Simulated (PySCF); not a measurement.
CH4F4Si2, SMILES FC[SiH2][Si](F)(F)F at its GFN2-xTB optimised geometry (Å):

```
11

F     -2.0528    -2.3707     1.9634
C     -1.5020    -1.6288     0.9389
Si    -0.2093    -0.4170     1.6813
Si     0.7473     0.7935     0.0000
F      0.4111     0.3836    -1.5018
F      2.3374     0.7935     0.0000
F      0.4207     2.3495     0.0000
H     -2.3374    -1.1248     0.4431
H     -1.0715    -2.3495     0.2367
H     -0.9105     0.4521     2.6349
H      0.7893    -1.2190     2.3992
```

Computed with PBE0/def2-TZVP (PySCF). Cells within 0.4 Å of a nucleus heavier than hydrogen are left out (blank, or x).

Map of the electron localisation function on the plane z = 0.0 Å:

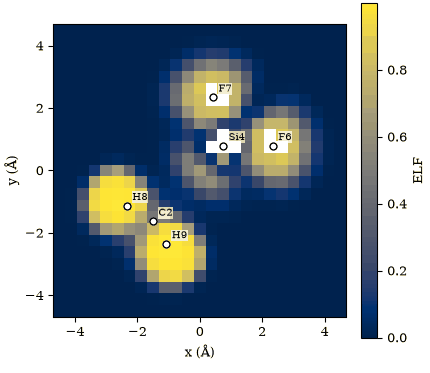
*Electron localisation function on the plane z = 0.0 Å.*
